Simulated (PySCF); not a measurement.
# C3H3F3 (SMILES C=C(F)C(F)F): what the fields show

```xyz
9

C    -1.3628   -0.1319   -0.3073
C    -0.2775    0.4777    0.1258
F    -0.3069    1.7371    0.6027
C     1.1078   -0.1204    0.1503
F     1.4457   -0.5940   -1.0730
F     1.1592   -1.1861    0.9873
H    -1.3009   -1.1366   -0.6824
H    -2.3215    0.3538   -0.2967
H     1.8705    0.6063    0.4680
```

Geometry: GFN2-xTB.

The calculation used PySCF, CAM-B3LYP/def2-SVPD, SCF density, gas phase.

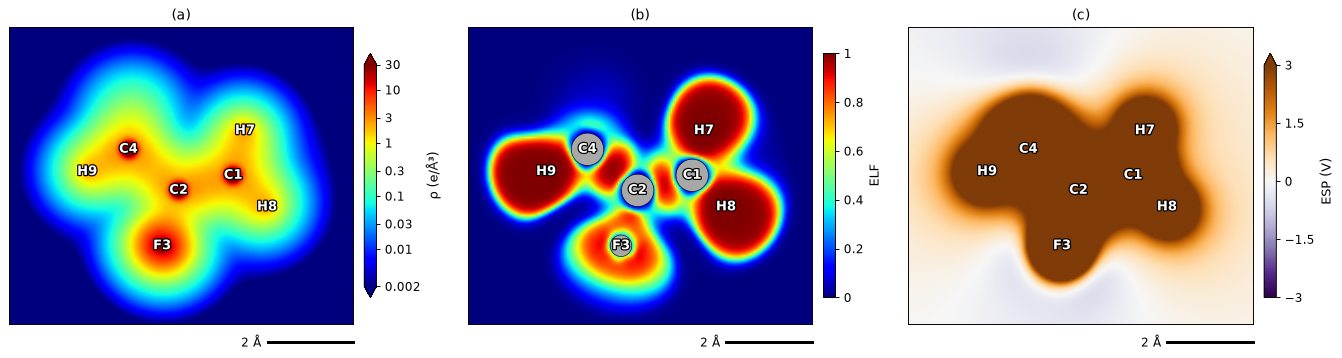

Figure 1. (a) electron density; (b) electron localisation function; (c) electrostatic potential on the plane of atoms C1, C2 and C4. Grey discs cover the atomic cores in the ELF map.

### What does the map show?

The plane passes through C, F and H nuclei.
C–C (1.32 Å): the density is about 2.4 e/Å³ at the midpoint; the ELF peaks at about 0.95 between the atoms; a short, multiple covalent bond.
C–F (1.35 Å): the density is about 2.3 e/Å³ at the midpoint, with its minimum of 1.7 e/Å³ about 0.5 Å from C; the ELF peaks at about 0.85 between the atoms (a shared but strongly polarised pair).
C–H (1.07 Å): ρ at the midpoint is about 2 e/Å³; the ELF climbs to about 1 towards the hydrogen, as it does in any bond to H (an ordinary covalent bond to hydrogen).
C–C (1.51 Å): ρ at the midpoint is about 1.8 e/Å³; the ELF peaks at about 1 between the atoms: a covalent bond.
The ELF also peaks beside F3, away from the bonds: lone-pair regions.
Outside the dense part of the molecule the potential is most negative (−0.6 V) near F5, which lies off the plane.

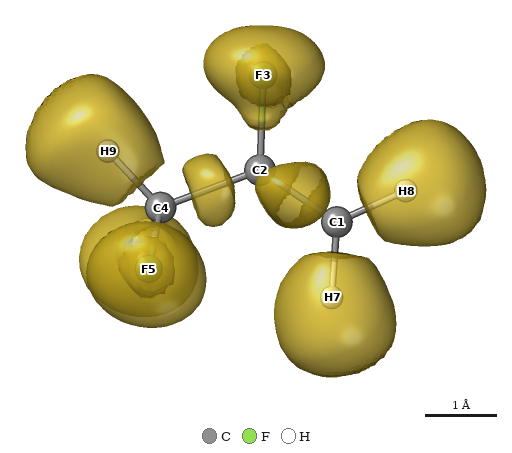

Figure 2. Isosurface of the ELF at 0.75 (yellow), seen across its widest extent. Only the valence region is drawn (cores and ρ < 0.01 e/Å³ removed).

### Identify the bonds, lone pairs and shells in this picture.

The surface consists of two regions between bonded C–C atoms (shared pairs), three regions around hydrogen nuclei and three regions on F in which the atom's valence shell and bonds are merged.

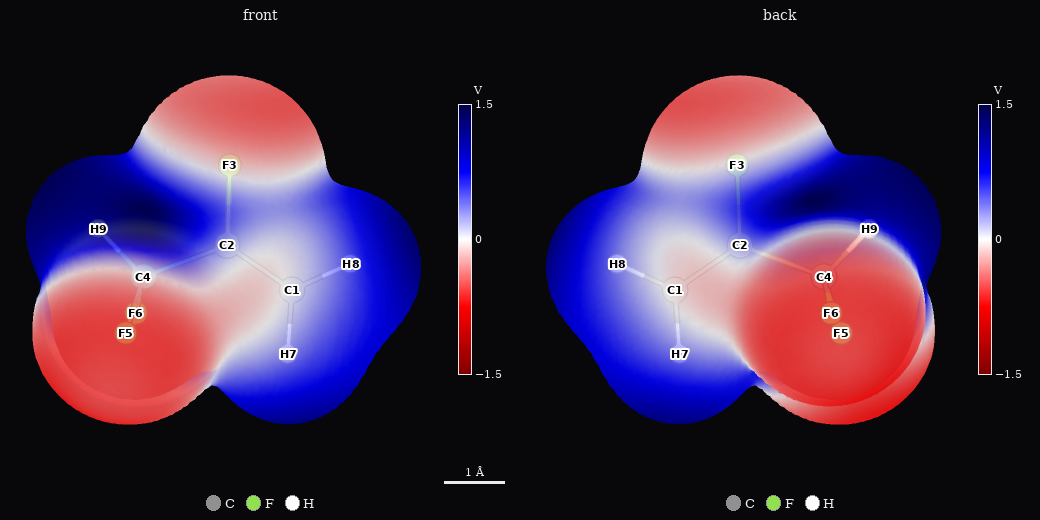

Figure 3. The molecular electrostatic potential painted on the density surface at 0.002 e/bohr³, seen from the front and from behind; the colour scale runs from red (negative) to blue (positive).

### Describe the electrostatic potential map.

The most negative region (about −0.7 V) lies over F5 and F6, the most positive (about +1.4 V) over C2, C4 and H9.

### What dipole moment does the calculation give?

Its dipole moment is 0.95 D.
